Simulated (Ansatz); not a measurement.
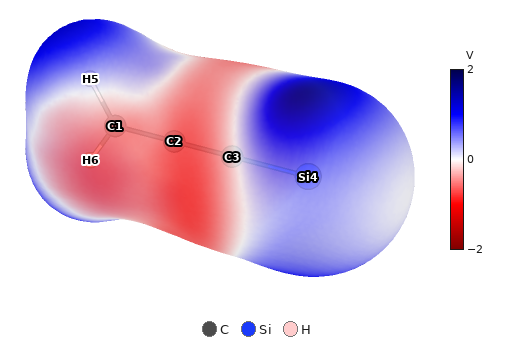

The picture shows: C3H2Si (SMILES C=C=C=[Si]). The molecular electrostatic potential painted on the density surface at 0.002 e/bohr³, seen at a tilt; the colour scale runs from red (negative) to blue (positive).

Geometry: PBE0-D3(BJ)/def2-SVP.

The calculation used isolated molecule in a Gaussian basis; Kohn-Sham density functional theory, functional PBE0 in Ansatz.

Input file:

```
basis:
  gaussian:
    orbitals: def2-TZVPD
crystal:
  periodic: [false, false, false]
  atoms:
    - {symbol: C, position_ang: [-0.522456, 2.283517, -2.030908]}
    - {symbol: C, position_ang: [-0.926242, 2.379666, -0.779944]}
    - {symbol: C, position_ang: [-1.320903, 2.473653, 0.442792]}
    - {symbol: Si, position_ang: [-1.841392, 2.597870, 2.055698]}
    - {symbol: H, position_ang: [0.194886, 1.513795, -2.330342]}
    - {symbol: H, position_ang: [-0.896607, 2.971535, -2.794683]}
hamiltonian:
  xc: {name: PBE0}
output:
  forces: true
  orbitals: {seedname: orbitals}
```

Command:

```sh
ansatz run input.yaml --threads 2 --pin off --max-ram 4350MiB --events-out events.jsonl --progress --plain --runs-dir runs
```

**Where is the surface potential most negative and most positive?**

The most negative region (about −0.8 V, or −18 kcal/mol for a unit charge) lies over C3, the most positive (about +1.6 V, or +37 kcal/mol for a unit charge) over Si4.
